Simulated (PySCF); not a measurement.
**Excited-state calculation, with input and output: CH$_{3}$ClF$_{2}$Ge**

System: CH$_{3}$ClF$_{2}$Ge, SMILES [F][GeH]([F])[CH2]Cl.
Method: TDA (BLYP)/6-31G*, RKS (PySCF 2.14.0).

The geometry comes from this level: GFN2-xTB.

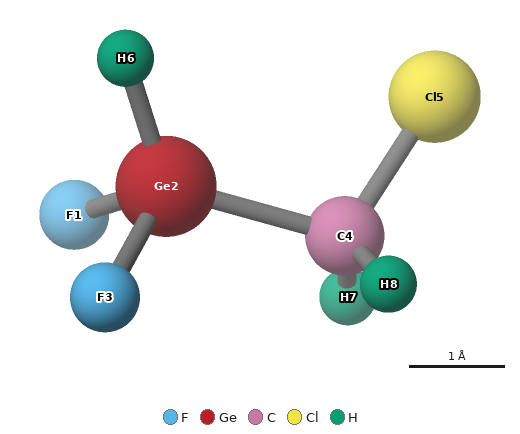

Fig. 1: The structure (ball-and-stick view, seen at a tilt; atoms are numbered from 1 in the order of the input). Sticks mark near contacts. Bond lengths as drawn: C–Cl 1.78 Å, C–Ge 1.99 Å, C–H 1.09 Å, F–Ge 1.73 to 1.74 Å and Ge–H 1.50 Å.

Summary:

```csv
quantity,value
outcome,converged
total energy,−2776.556220 hartree
basis functions,98
HOMO,−6.99 eV
LUMO,−0.96 eV
dipole moment,1.66 D
lowest excitation,6.48 eV
hardware,"1 thread of Arm Neoverse V1, 24 GiB of memory available, shared host"
wall time,2.8 min
peak memory,0.59 GiB
```

Input (input.py):
```python
from pyscf import gto, dft, tdscf

system = gto.Mole()
system.atom = '''
F       -0.342780      -0.732560       2.026830
Ge       0.558890      -0.001840       0.737330
F        1.824970      -1.168970       0.495870
C       -0.579270       0.005190      -0.899640
Cl      -1.258520       1.630710      -1.127190
H        1.198800       1.210970       1.339760
H       -1.404480      -0.697520      -0.788650
H        0.002380      -0.245980      -1.784310
'''
system.charge = 0
system.basis = '6-31g*'
system.max_memory = 40
system.verbose = 3
system.build()

mf = dft.RKS(system, xc='blyp')
mf.direct_scf_tol = 1e-08
mf.max_cycle = 60
mf.conv_tol = 1e-08
mf.grids.level = 4
mf.kernel()

e_final = mf.e_tot
print('E(%s) = %.9f' % ('BLYP', e_final))

td = tdscf.TDA(mf)
td.nstates = 3
td.kernel()
td.analyze()
roots = td.e * 27.211386
osc = td.oscillator_strength()
print('state   eV      nm      f')
for i, (w, f) in enumerate(zip(roots, osc), 1):
    print('%3d %9.4f %8.1f %9.5f' % (i, w, 1239.842 / w, f))
```

Command:
```bash
OMP_NUM_THREADS=1 python input.py
```

Output:
```
converged SCF energy = -2776.55622031211
E(BLYP) = -2776.556220312
Excitation energies (eV)
[6.47688328 6.71175569 6.71917188]

** Singlet excitation energies and oscillator strengths **
state   eV      nm      f
  1    6.4769    191.4   0.03963
  2    6.7118    184.7   0.00885
  3    6.7192    184.5   0.00201
```

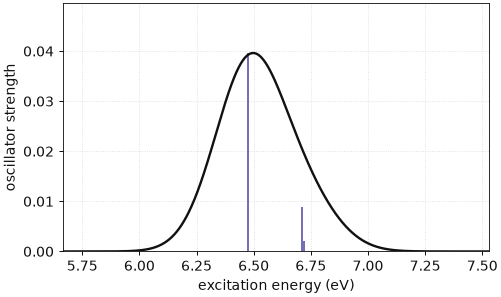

Fig. 2: Computed excitations as sticks (degenerate states added up, dark ones marked on the axis), with a Gaussian envelope of 0.35 eV full width at half maximum, scaled to the tallest. Of the 3 states the lowest lies at 6.48 eV (f = 0.040); the strongest line is at 6.48 eV, or 191 nm (f = 0.040).

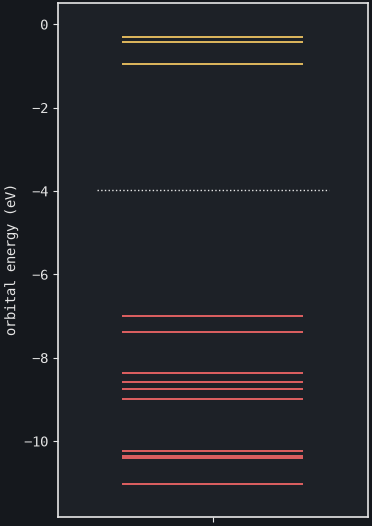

Fig. 3: Orbital energies near the frontier; the dotted line parts filled from empty levels, and levels within 0.02 eV of each other stand side by side. Highest filled −6.99 eV, lowest empty −0.96 eV, 6.03 eV apart.
